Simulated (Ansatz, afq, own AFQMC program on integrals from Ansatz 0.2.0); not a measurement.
**SiGeH2 (singlet): quantum Monte Carlo beside coupled cluster at distance Si1–H3 = 2.428 Å, cc-pVDZ**

Aim: compute SiGeH2 (singlet) with auxiliary-field quantum Monte Carlo on the same integrals as coupled cluster, and set the energies side by side.

Program: Ansatz 0.2.0, Gaussian basis, and an in-house AFQMC program (afq) on its integrals; all values are calculated. Level of theory: cc-pVDZ, frozen cores. These are calculated values, not measurements.

Plan: PBE (unrestricted); r2SCAN (unrestricted); PBE0 (unrestricted); B3LYP (unrestricted); wB97M-V (unrestricted); B2PLYP (unrestricted); CCSD(T) on RHF; CCSDT(Q) on RHF; Phaseless AFQMC, CISD trial on RHF; Phaseless AFQMC, single-determinant trial on RHF; UHF; CCSD(T) on UHF; CCSDT(Q) on UHF; Phaseless AFQMC, CISD trial on UHF; Phaseless AFQMC, single-determinant trial on UHF.

11 further runs of the same task are left out: 11 that didn't finish.

**1. What is computed**

The geometry derives from a PBE0/def2-TZVP stationary point (not a proven minimum). One bond is set to the value named and the two fragments are kept rigid. No spin-orbit coupling is included. The filled d shell of Ge may be among the frozen orbitals whatever the setting's name suggests; the logs give the count.

4 atoms, charge 0, spin multiplicity 1.

Atoms are counted from 1 here; the program's logs count them from 0.

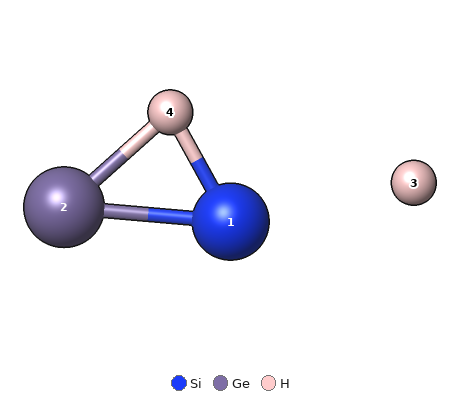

The structure; silicon blue, germanium purple, hydrogen pink; atoms are numbered from 1 in the order of the file.

**2. PBE (unrestricted)**

File in.yaml:

```yaml
crystal:
  periodic: [false, false, false]
  atoms:
    - {symbol: Si, position_ang: [0.000000, 0.076921, 1.516057]}
    - {symbol: Ge, position_ang: [0.000000, -0.004098, -0.649049]}
    - {symbol: H, position_ang: [0.000000, -0.544199, 3.863267]}
    - {symbol: H, position_ang: [0.000000, -1.303787, 0.668463]}
basis:
  gaussian: {orbitals: cc-pVDZ}
magnetization: {spin_polarized: true, initial_magnetization: 0}
hamiltonian: {xc: {name: PBE}}
output: {orbitals: {seedname: orbitals}}
```

Launch:

```console
> ansatz run in.yaml --threads 1 --pin off --events-out ev --progress --plain --max-ram 1382MiB
```

The log of the run:

```text
Functional definition: PBE
  name "PBE"
  cite "Perdew, Burke & Ernzerhof, Phys. Rev. Lett. 77, 3865 (1996) doi:10.1103/PhysRevLett.77.3865"
  parent pbe
  parameter kappa = 0.804
  parameter beta = 0.06672455060314922
  exchange = pbe_x(kappa = kappa, mu = beta*pi^2/3)
  correlation = pbe_c(beta = beta)
599 factors; integrals over basis functions are off by at most 1.3e-3 eV
mean field evaluation 1: about -64409.7081 eV, gradient 1.1e1 eV
mean field evaluation 2: about -64406.5137 eV, gradient 2.1e1 eV
mean field evaluation 4: about -64410.6115 eV, gradient 3.9e0 eV
mean field evaluation 8: about -64410.8152 eV, gradient 1.1e-1 eV
mean field evaluation 16: about -64410.8153 eV, gradient 1.7e-4 eV
mean field evaluation 32: about -64406.1909 eV, gradient 1.9e-1 eV
mean field evaluation 64: about -64409.7085 eV, gradient 1.8e0 eV
mean field -64410.81527095 eV, -2367.0538019887 hartree, gradient 3.4e-6 eV, S^2 0.000000; 9 other end points of the search recorded, 0 dependent functions left out
reference -64410.81530087 eV, -2367.0538030882 hartree; 24, 24 occupied and 31, 31 virtual orbitals, 599 factors
Total energy: -64410.81530087 eV, -2367.0538030882 hartree
```

Run time: 6.5 s. Hardware: 1 thread of Arm Neoverse V1, shared host.

From the report: ⟨S²⟩ of the determinant 0.000 (pure singlet: 0.00).

**3. r2SCAN (unrestricted)**

in.yaml: that of step 2 with these lines changed.

```diff
@@ -10,3 +10,2 @@
 magnetization: {spin_polarized: true, initial_magnetization: 0}
-hamiltonian: {xc: {name: PBE}}
-output: {orbitals: {seedname: orbitals}}
+hamiltonian: {xc: {name: r2SCAN}}
```

The command is unchanged.

The log of the run, cut to the lines that bear on the results:

```text
Functional definition: r2SCAN
  name "r2SCAN"
  cite "Furness, Kaplan, Ning, Perdew & Sun, J. Phys. Chem. Lett. 11, 8208 (2020) doi:10.1021/acs.jpclett.0c02405"
  cite "Furness, Kaplan, Ning, Perdew & Sun, J. Phys. Chem. Lett. 11, 9248 (2020) doi:10.1021/acs.jpclett.0c03077"
  parent r2scan
[...]
599 factors; integrals over basis functions are off by at most 1.3e-3 eV
[...]
mean field -64422.09982120 eV, -2367.4685015614 hartree, gradient 1.5e-5 eV, S^2 0.320273; 9 other end points of the search recorded, 0 dependent functions left out
reference -64422.09983138 eV, -2367.4685019355 hartree; 24, 24 occupied and 31, 31 virtual orbitals, 599 factors
Total energy: -64422.09983138 eV, -2367.4685019355 hartree
```

Wall time 15 s (1 thread of Arm Neoverse V1, shared host).

From the report: ⟨S²⟩ of the determinant 0.320 (pure singlet: 0.00).

**4. PBE0 (unrestricted)**

in.yaml: that of step 3 with these lines changed.

```diff
@@ -10,2 +10,3 @@
 magnetization: {spin_polarized: true, initial_magnetization: 0}
-hamiltonian: {xc: {name: r2SCAN}}
+hamiltonian: {xc: {name: PBE0}}
+output: {orbitals: {seedname: orbitals}}
```

Same command.

The log of the run, cut to the lines that bear on the results:

```text
Functional definition: PBE0
  name "PBE0"
  cite "Adamo & Barone, J. Chem. Phys. 110, 6158 (1999) doi:10.1063/1.478522"
  cite "Perdew, Burke & Ernzerhof, Phys. Rev. Lett. 77, 3865 (1996) doi:10.1103/PhysRevLett.77.3865"
  parent pbe
[...]
599 factors; integrals over basis functions are off by at most 1.3e-3 eV
[...]
mean field -64412.60539172 eV, -2367.1195877136 hartree, gradient 1.3e-5 eV, S^2 0.323463; 6 other end points of the search recorded, 0 dependent functions left out
reference -64412.60541464 eV, -2367.1195885559 hartree; 24, 24 occupied and 31, 31 virtual orbitals, 599 factors
Total energy: -64412.60541464 eV, -2367.1195885559 hartree
```

It took 6 s on 1 thread of Arm Neoverse V1, shared host.

From the report: ⟨S²⟩ of the determinant 0.323 (pure singlet: 0.00).

**5. B3LYP (unrestricted)**

in.yaml: that of step 4 with these lines changed.

```diff
@@ -10,3 +10,2 @@
 magnetization: {spin_polarized: true, initial_magnetization: 0}
-hamiltonian: {xc: {name: PBE0}}
-output: {orbitals: {seedname: orbitals}}
+hamiltonian: {xc: {name: B3LYP}}
```

Same command.

The log of the run, cut to the lines that bear on the results:

```text
Functional definition: B3LYP
  name "B3LYP"
  cite "Stephens, Devlin, Chabalowski & Frisch, J. Phys. Chem. 98, 11623 (1994) doi:10.1021/j100096a001"
  cite "Becke, Phys. Rev. A 38, 3098 (1988) doi:10.1103/PhysRevA.38.3098"
  cite "Lee, Yang & Parr, Phys. Rev. B 37, 785 (1988) doi:10.1103/PhysRevB.37.785"
  cite "Vosko, Wilk & Nusair, Can. J. Phys. 58, 1200 (1980) doi:10.1139/p80-159"
[...]
599 factors; integrals over basis functions are off by at most 1.3e-3 eV
[...]
mean field -64425.00347782 eV, -2367.5752089742 hartree, gradient 1.8e-5 eV, S^2 0.199220; 6 other end points of the search recorded, 0 dependent functions left out
reference -64425.00369259 eV, -2367.5752168669 hartree; 24, 24 occupied and 31, 31 virtual orbitals, 599 factors
Total energy: -64425.00369259 eV, -2367.5752168669 hartree
```

Run time: 6 s. Hardware: 1 thread of Arm Neoverse V1, shared host.

From the report: ⟨S²⟩ of the determinant 0.199 (pure singlet: 0.00).

**6. wB97M-V (unrestricted)**

in.yaml: that of step 5 with these lines changed.

```diff
@@ -10,2 +10,3 @@
 magnetization: {spin_polarized: true, initial_magnetization: 0}
-hamiltonian: {xc: {name: B3LYP}}
+hamiltonian: {xc: {name: wB97M-V}}
+output: {orbitals: {seedname: orbitals}}
```

Launched as before.

The log of the run, cut to the lines that bear on the results:

```text
Functional definition: wB97M-V
  name "wB97M-V"
  cite "Mardirossian & Head-Gordon, J. Chem. Phys. 144, 214110 (2016) doi:10.1063/1.4952647"
  cite "Becke, J. Chem. Phys. 107, 8554 (1997) doi:10.1063/1.475007"
  cite "Vydrov & Van Voorhis, J. Chem. Phys. 133, 244103 (2010) doi:10.1063/1.3521275"
  # Of w^i u^j: cxij and so on, Table III.
[...]
  gx(w, u) = 1 - cx + cx01*u + cx10*w
  gss(w, u) = css00 + css04*u^4 + css10*w + css20*w^2 + css43*w^4*u^3
  gos(w, u) = cos00 + cos10*w + (cos20 + cos21*u)*w^2 + (cos60 + cos61*u)*w^6
[...]
      + integral(e_c_pw_mod_opposite_spin*gos(b97_w_opposite, b97_u_opposite)) + vv10(b, c)
599 factors; integrals over basis functions are off by at most 1.3e-3 eV
182 factors; integrals over basis functions are off by at most 1.8e-5 eV
[...]
mean field -64419.03479034 eV, -2367.3558637548 hartree, gradient 2.0e-5 eV, S^2 0.333878; 6 other end points of the search recorded, 0 dependent functions left out
reference -64419.03482444 eV, -2367.3558650083 hartree; 24, 24 occupied and 31, 31 virtual orbitals, 599 factors
Total energy: -64419.03482444 eV, -2367.3558650083 hartree
```

Run time: 27 s. Hardware: 1 thread of Arm Neoverse V1, shared host; peak memory 0.25 GiB.

From the report: ⟨S²⟩ of the determinant 0.334 (pure singlet: 0.00).

**7. B2PLYP (unrestricted)**

in.yaml: that of step 6 with these lines changed.

```diff
@@ -10,3 +10,3 @@
 magnetization: {spin_polarized: true, initial_magnetization: 0}
-hamiltonian: {xc: {name: wB97M-V}}
-output: {orbitals: {seedname: orbitals}}
+hamiltonian: {xc: {name: B2PLYP}}
+correlation: {electrons: outside_noble_gas}
```

The command is unchanged.

The log of the run, cut to the lines that bear on the results:

```text
Functional definition: B2PLYP
  name "B2PLYP"
  cite "Grimme, J. Chem. Phys. 124, 034108 (2006) doi:10.1063/1.2148954"
  cite "Becke, Phys. Rev. A 38, 3098 (1988) doi:10.1103/PhysRevA.38.3098"
  cite "Lee, Yang & Parr, Phys. Rev. B 37, 785 (1988) doi:10.1103/PhysRevB.37.785"
[...]
599 factors; integrals over basis functions are off by at most 1.3e-3 eV
[...]
mean field -64406.39747150 eV, -2366.8914508534 hartree, gradient 2.2e-6 eV, S^2 0.579031; 7 other end points of the search recorded, 0 dependent functions left out
19 core orbitals not correlated: weight in the atoms' cores, before any rotation towards them, 0.999 or more for the frozen orbitals, at most 0.001 for the correlated occupied ones
reference -64406.39760857 eV, -2366.8914558906 hartree; 5, 5 occupied and 31, 31 virtual orbitals, 599 factors
second order -6.31859212 eV of doubles, -0.00000000 eV of singles
Total energy: -64408.10362844 eV, -2366.9541509645 hartree
```

It took 11 s on 1 thread of Arm Neoverse V1, shared host.

From the report: ⟨S²⟩ of the determinant 0.579 (pure singlet: 0.00). The determinant is far from a pure spin state, so its energy mixes those of several spin states (harmless only where they are near-degenerate, as at dissociation).

**8. CCSD(T) on RHF**

in.yaml: that of step 7 with these lines changed.

```diff
@@ -9,4 +9,3 @@
   gaussian: {orbitals: cc-pVDZ}
-magnetization: {spin_polarized: true, initial_magnetization: 0}
-hamiltonian: {xc: {name: B2PLYP}}
-correlation: {electrons: outside_noble_gas}
+magnetization: {spin_polarized: false}
+correlation: {method: ccsd_t, electrons: outside_noble_gas, hamiltonian_folder: ham}
```

The command is unchanged.

The log of the run, cut to the lines that bear on the results:

```text
Functional definition: HF
  name "HF"
  cite "Fock, Z. Phys. 61, 126 (1930) doi:10.1007/BF01340294"
  parent pbe
[...]
599 factors; integrals over basis functions are off by at most 1.3e-3 eV
[...]
mean field -64361.25893464 eV, -2365.2326402199 hartree, gradient 2.5e-6 eV, S^2 0.000000; 0 other end points of the search recorded, 0 dependent functions left out; unrestricted orbitals would lower it
19 core orbitals not correlated: weight in the atoms' cores, before any rotation towards them, 1.000 or more for the frozen orbitals, at most 0.000 for the correlated occupied ones
reference -64361.25893464 eV, -2365.2326402199 hartree; 5, 5 occupied and 31, 31 virtual orbitals, 599 factors
second order -5.43096522 eV of doubles, -0.00000000 eV of singles
cycle   1  -5.96182609 eV  change   -5.3e-1 eV  update   1.2e-1
[...]
cycle  12  -6.49440090 eV  change    5.1e-6 eV  update   7.9e-6
perturbative correction -0.44183037 eV, -0.0162369666 hartree
Total energy: -64368.19516591 eV, -2365.4875420175 hartree
```

Wall time 1.4 s (1 thread of Arm Neoverse V1, shared host).

From the report: correlation -6.9362 eV; T1 0.030; largest double amplitude 0.25.

This run also writes the integrals to the folder ham.

**9. CCSDT(Q) on RHF**

in.yaml: that of step 8 with these lines changed.

```diff
@@ -10,2 +10,2 @@
 magnetization: {spin_polarized: false}
-correlation: {method: ccsd_t, electrons: outside_noble_gas, hamiltonian_folder: ham}
+correlation: {method: ccsdt_q, electrons: outside_noble_gas}
```

Launched as before.

The log of the run, cut to the lines that bear on the results:

```text
Functional definition: HF
  name "HF"
  cite "Fock, Z. Phys. 61, 126 (1930) doi:10.1007/BF01340294"
  parent pbe
[...]
1079 factors; integrals over basis functions are off by at most 2.6e-7 eV
[...]
mean field -64361.25902609 eV, -2365.2326435806 hartree, gradient 1.9e-6 eV, S^2 0.000000; 0 other end points of the search recorded, 0 dependent functions left out; unrestricted orbitals would lower it
19 core orbitals not correlated: weight in the atoms' cores, before any rotation towards them, 1.000 or more for the frozen orbitals, at most 0.000 for the correlated occupied ones
reference -64361.25902609 eV, -2365.2326435806 hartree; 5, 5 occupied and 31, 31 virtual orbitals, 1079 factors
second order -5.43102562 eV of doubles, -0.00000000 eV of singles
cycle   1  -5.96183837 eV  change   -5.3e-1 eV  update   1.4e-1
[...]
cycle  21  -6.97948517 eV  change   -6.7e-7 eV  update   2.8e-7
perturbative correction -0.04559293 eV, -0.0016755093 hartree
Total energy: -64368.28410419 eV, -2365.4908104390 hartree
```

Run time: 6 s. Hardware: 1 thread of Arm Neoverse V1, shared host.

From the report: correlation -7.0251 eV; T1 0.033; largest double amplitude 0.30.

**10. Phaseless AFQMC, CISD trial on RHF**

It reads the integrals that the CCSD(T) run on this determinant wrote.

Launch:

```console
> afq ham --method phaseless --trial cisd --walkers 60 --populations 1 --least-time 40 --time-step 0.005 --steps-per-block 50 --equilibration-blocks 40 --max-blocks 300 --target-error 0.00076 --factor-cut 1e-05 --seed 517 --release-times 0.24,0.51,0.99,1.62,2.4 --release-step 0.03 --release-every 4 --taylor-order 6
```

The log of the run:

```text
orbitals 36  electrons 5 5  factors 278 of 599
reference energy -2365.23264022 Eh
CCSD correlation -0.23866512 Eh in 12 cycles, weight of the determinant in the CISD state 0.7739
energy of the start -2365.471305 Eh
 block  time / (1/Eh)  mean weight  energy / Eh
     1     0.250  1.0010  -2365.466839
     2     0.500  0.9989  -2365.466390
     3     0.750  1.0024  -2365.470126
     4     1.000  1.0004  -2365.472782
     5     1.250  1.0001  -2365.477904
     6     1.500  1.0004  -2365.478707
     7     1.750  0.9999  -2365.477951
     8     2.000  1.0014  -2365.477096
     9     2.250  1.0005  -2365.476893
    10     2.500  0.9994  -2365.480202
    17     4.250  1.0010  -2365.482321
    25     6.250  0.9998  -2365.490526
    33     8.250  1.0013  -2365.488550
    41    10.250  1.0001  -2365.484157
    49    12.250  1.0002  -2365.482306
    57    14.250  0.9996  -2365.484958
    65    16.250  1.0010  -2365.473607
    73    18.250  1.0010  -2365.490600
    81    20.250  0.9985  -2365.492369
    89    22.250  1.0005  -2365.478033
    97    24.250  0.9986  -2365.491789
   105    26.250  0.9997  -2365.495456
   113    28.250  0.9994  -2365.484635
   121    30.250  1.0005  -2365.480443
   129    32.250  0.9999  -2365.486298
   137    34.250  1.0000  -2365.492217
   145    36.250  0.9998  -2365.482059
   153    38.250  1.0007  -2365.477074
   161    40.250  0.9991  -2365.475501
   169    42.250  1.0008  -2365.499155
   177    44.250  1.0006  -2365.484914
   185    46.250  0.9995  -2365.484660
   193    48.250  0.9994  -2365.486683
   201    50.250  0.9987  -2365.481918
   209    52.250  0.9996  -2365.479879
   217    54.250  0.9988  -2365.476474
   225    56.250  0.9988  -2365.519762
   233    58.250  0.9991  -2365.483299
   241    60.250  1.0008  -2365.494428
   249    62.250  0.9978  -2365.495994
   257    64.250  1.0005  -2365.489555
   265    66.250  0.9993  -2365.486703
   273    68.250  0.9998  -2365.479584
   281    70.250  0.9993  -2365.485002
   289    72.250  0.9996  -2365.492455
   297    74.250  0.9993  -2365.497856
   305    76.250  1.0010  -2365.494591
   313    78.250  1.0005  -2365.480177
   321    80.250  1.0013  -2365.479424
   329    82.250  0.9981  -2365.492009
   337    84.250  0.9995  -2365.483445
blocks merged  error / Eh  count
     1  0.000437  300
     2  0.000566  150
     4  0.000704  75
     8  0.000878  37
    16  0.000965  18
    32  0.000969  9
released: time / (1/Eh)  energy / Eh  error  mean overlap
  0.24  -2365.487958  0.001092  1.0043
  0.51  -2365.487937  0.000870  1.0140
  0.99  -2365.489276  0.000907  1.0020
  1.62  -2365.490179  0.001057  0.9790
  2.40  -2365.492504  0.001210  0.9559
energy -2365.487593 +/- 0.000965 Eh
```

It took 3.1 min on 1 thread of Arm Neoverse V1, shared host.

Energy -64368.1966 ± 0.0263 eV. Caveats: constraint bias not in the error.

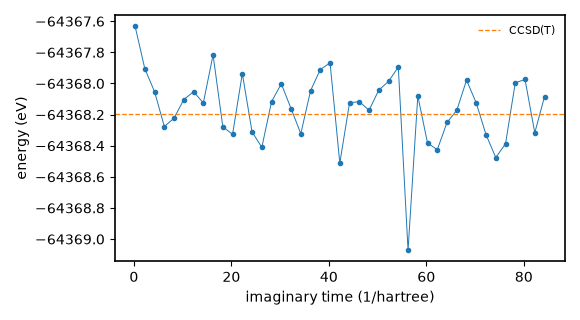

Block energies along the walk.

**11. Phaseless AFQMC, single-determinant trial on RHF**

It reads the integrals that the CCSD(T) run on this determinant wrote.

Launch:

```console
> afq ham --method phaseless --trial hf --walkers 120 --populations 1 --least-time 40 --time-step 0.005 --steps-per-block 20 --equilibration-blocks 160 --max-blocks 600 --target-error 0.00228 --factor-cut 1e-05 --seed 3249 --taylor-order 6
```

The log of the run:

```text
orbitals 36  electrons 5 5  factors 278 of 599
reference energy -2365.23264022 Eh
CCSD correlation -0.23866512 Eh in 12 cycles, weight of the determinant in the CISD state 0.7739
energy of the start -2365.232640 Eh
 block  time / (1/Eh)  mean weight  energy / Eh
     1     0.100  1.0016  -2365.263197
     2     0.200  1.0004  -2365.287638
     3     0.300  1.0013  -2365.313094
     4     0.400  1.0001  -2365.325171
     5     0.500  1.0021  -2365.344294
     6     0.600  1.0009  -2365.357207
     7     0.700  1.0007  -2365.365941
     8     0.800  1.0005  -2365.374748
     9     0.900  1.0001  -2365.383843
    10     1.000  1.0008  -2365.386110
    20     2.000  1.0013  -2365.462770
    39     3.900  0.9995  -2365.483701
    58     5.800  1.0019  -2365.523842
    77     7.700  0.9987  -2365.450954
    96     9.600  0.9995  -2365.489119
   115    11.500  1.0003  -2365.460991
   134    13.400  1.0004  -2365.463733
   153    15.300  1.0007  -2365.482532
   172    17.200  1.0010  -2365.490524
   191    19.100  0.9994  -2365.454599
   210    21.000  0.9994  -2365.485234
   229    22.900  1.0006  -2365.456355
   248    24.800  0.9992  -2365.543016
   267    26.700  0.9983  -2365.487995
   286    28.600  0.9984  -2365.483739
   305    30.500  1.0007  -2365.474745
   324    32.400  0.9981  -2365.465434
   343    34.300  1.0004  -2365.485704
   362    36.200  0.9994  -2365.456210
   381    38.100  0.9990  -2365.466537
   400    40.000  1.0011  -2365.462337
   419    41.900  1.0000  -2365.459861
   438    43.800  0.9999  -2365.521075
   457    45.700  1.0000  -2365.478055
   476    47.600  1.0004  -2365.451645
   495    49.500  1.0008  -2365.486052
   514    51.400  1.0004  -2365.477898
   533    53.300  0.9995  -2365.472462
   552    55.200  1.0012  -2365.491158
   571    57.100  0.9996  -2365.464675
   590    59.000  1.0007  -2365.486469
   609    60.900  1.0000  -2365.472758
   628    62.800  1.0009  -2365.462901
   647    64.700  1.0000  -2365.446168
   666    66.600  1.0020  -2365.458406
   685    68.500  1.0004  -2365.452213
   704    70.400  0.9995  -2365.477390
   723    72.300  1.0011  -2365.477527
   742    74.200  1.0007  -2365.488281
blocks merged  error / Eh  count
     1  0.000882  600
     2  0.001196  300
     4  0.001576  150
     8  0.002056  75
    16  0.002496  37
    32  0.002777  18
    64  0.003021  9
energy -2365.474485 +/- 0.002777 Eh
```

Run time: 2.4 min. Hardware: 1 thread of Arm Neoverse V1, shared host.

Energy -64367.8399 ± 0.0756 eV. Caveats: constraint bias not in the error.

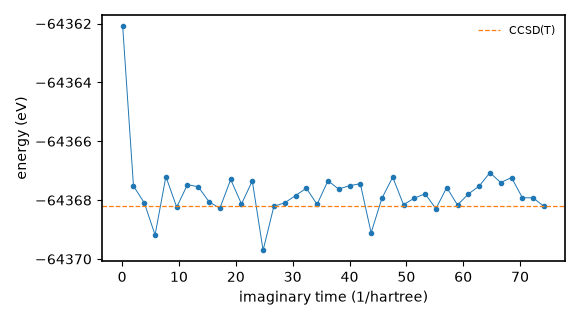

Block energies along the walk.

**12. UHF**

in.yaml: that of step 9 with these lines changed.

```diff
@@ -9,3 +9,4 @@
   gaussian: {orbitals: cc-pVDZ}
-magnetization: {spin_polarized: false}
-correlation: {method: ccsdt_q, electrons: outside_noble_gas}
+magnetization: {spin_polarized: true, initial_magnetization: 0}
+hamiltonian: {xc: hf}
+output: {orbitals: {seedname: orbitals}}
```

Launch:

```console
> ansatz run in.yaml --threads 1 --pin off --events-out ev --progress --plain --max-ram 1382MiB
```

The log of the run, cut to the lines that bear on the results:

```text
Functional definition: HF
  name "HF"
  cite "Fock, Z. Phys. 61, 126 (1930) doi:10.1007/BF01340294"
  parent pbe
[...]
599 factors; integrals over basis functions are off by at most 1.3e-3 eV
[...]
mean field -64362.16394855 eV, -2365.2658988675 hartree, gradient 9.2e-6 eV, S^2 1.183950; 9 other end points of the search recorded, 0 dependent functions left out
reference -64362.16394855 eV, -2365.2658988675 hartree; 24, 24 occupied and 31, 31 virtual orbitals, 599 factors
Total energy: -64362.16394855 eV, -2365.2658988675 hartree
```

Wall time 5.5 s (1 thread of Arm Neoverse V1, shared host).

From the report: ⟨S²⟩ of the determinant 1.184 (pure singlet: 0.00). The determinant is far from a pure spin state, so its energy mixes those of several spin states (harmless only where they are near-degenerate, as at dissociation).

(Part 1 of 2 ends here.)
